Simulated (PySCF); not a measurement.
# Two runs on BHO

System: BHO, SMILES B=O.
Method of run A: GIAO PBE0/pcSseg-1 NMR shielding, non-relativistic, IEF-PCM methanol (PySCF 2.14.0).

The geometry comes from this level: PBE0-D3(BJ)/def2-SVP. Text and figures count atoms from 1; the logs count them from 0 in places.

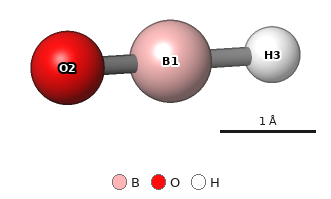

**Figure 1.** The input geometry (ball-and-stick view, seen at a tilt; atoms are numbered from 1 in the order of the input).

### Input file, run A
```
{"job": {"kind": "nmr", "xc": "PBE0", "basis": "pcSseg-1", "solvent": "methanol", "pop": false}, "charge": 0, "multiplicity": 1}
B      0.002216     0.061236    -0.025235
O      1.185528    -0.133990    -0.032250
H     -1.166527     0.254153    -0.018345
```

The first line tells a small driver script what to run in PySCF; the rest is the geometry in Å.

Launched with:
```bash
OMP_NUM_THREADS=1 python <driver script> task.json out
```

Hardware: 1 CPU thread, shared host.

### Output (run A)
```
coarse grid: 2792 points
cycle   1  E = -100.4509876954  dE =  1.164e-01  |g| = 7.688e-01  |ddm| = 1.412e+00
cycle   2  E = -99.9869791682  dE =  4.640e-01  |g| = 1.677e+00  |ddm| = 1.341e+00
cycle   3  E = -100.5658929850  dE = -5.789e-01  |g| = 5.588e-02  |ddm| = 1.017e+00
cycle   4  E = -100.5666879617  dE = -7.950e-04  |g| = 1.468e-02  |ddm| = 5.028e-02
cycle   5  E = -100.5667415109  dE = -5.355e-05  |g| = 2.279e-03  |ddm| = 1.225e-02
cycle   6  E = -100.5667424367  dE = -9.258e-07  |g| = 4.018e-04  |ddm| = 1.163e-03
final grid: 27792 points
cycle   7  E = -100.5891342075  dE =  2.696e-06  |g| = 1.174e-02  |ddm| = 1.154e-02
cycle   8  E = -100.5890591722  dE =  7.504e-05  |g| = 2.349e-02  |ddm| = 1.598e-02
cycle   9  E = -100.5891592604  dE = -1.001e-04  |g| = 1.557e-04  |ddm| = 1.105e-02
cycle  10  E = -100.5891592666  dE = -6.194e-09  |g| = 5.771e-05  |ddm| = 1.911e-04
cycle  11  E = -100.5891592674  dE = -7.476e-10  |g| = 1.847e-05  |ddm| = 5.406e-05
converged SCF energy = -100.5891592674

GIAO shielding tensors (ppm)
atom      isotropic    diamagn.    paramagn.     s11        s22        s33       span
  0 B       85.923     204.246    -118.323     21.217     21.218    215.335    194.117
  1 O       60.439     397.524    -337.085   -114.646   -114.641    410.605    525.251
  2 H       28.270      27.488       0.782     25.365     25.365     34.079      8.714
```

The input of run B differs as follows (lines with − go, lines with + come):
```diff
-"solvent": "methanol"
-"pop": false
+"solvent": "chloroform"
+"pop": true
```

Predict how the results change.

The total energy of run B is 1.2 kcal/mol higher: the change of the electrostatic solvation energy at this fixed geometry, without cavity or dispersion terms. The dipole moment goes from 3.28 to 3.12 D. Of all shieldings, the largest change is that of O2, by −7.5 ppm. The number of SCF iterations is the same.

### Output (run B)
```
coarse grid: 2792 points
cycle   1  E = -100.4454628516  dE =  1.219e-01  |g| = 7.754e-01  |ddm| = 1.412e+00
cycle   2  E = -99.9268506246  dE =  5.186e-01  |g| = 1.749e+00  |ddm| = 1.413e+00
cycle   3  E = -100.5640016100  dE = -6.372e-01  |g| = 5.654e-02  |ddm| = 1.086e+00
cycle   4  E = -100.5648383951  dE = -8.368e-04  |g| = 1.613e-02  |ddm| = 5.325e-02
cycle   5  E = -100.5649025053  dE = -6.411e-05  |g| = 2.755e-03  |ddm| = 1.331e-02
cycle   6  E = -100.5649038855  dE = -1.380e-06  |g| = 4.874e-04  |ddm| = 1.475e-03
final grid: 27792 points
cycle   7  E = -100.5872948650  dE =  3.989e-06  |g| = 1.206e-02  |ddm| = 1.169e-02
cycle   8  E = -100.5872104245  dE =  8.444e-05  |g| = 2.464e-02  |ddm| = 1.673e-02
cycle   9  E = -100.5873213761  dE = -1.110e-04  |g| = 1.706e-04  |ddm| = 1.168e-02
cycle  10  E = -100.5873213837  dE = -7.620e-09  |g| = 5.927e-05  |ddm| = 1.988e-04
cycle  11  E = -100.5873213845  dE = -7.674e-10  |g| = 1.968e-05  |ddm| = 5.500e-05
converged SCF energy = -100.5873213845

GIAO shielding tensors (ppm)
atom      isotropic    diamagn.    paramagn.     s11        s22        s33       span
  0 B       86.193     204.365    -118.172     21.575     21.575    215.428    193.853
  1 O       52.947     396.997    -344.050   -125.804   -125.797    410.440    536.244
  2 H       28.450      27.730       0.720     25.569     25.569     34.212      8.642
```

### The two runs side by side

```csv
quantity,run A,run B
outcome,converged,converged
total energy (hartree),−100.589159,−100.587321
HOMO (eV),−10.62,−10.57
LUMO (eV),0.36,0.33
dipole moment (D),3.28,3.12
shielding of B1 (ppm),85.9,86.2
shielding of O2 (ppm),60.4,52.9
shielding of H3 (ppm),28.3,28.5
SCF iterations,11,11
basis functions,39,39
wall time (shared host),1.3 s,3.5 s
```
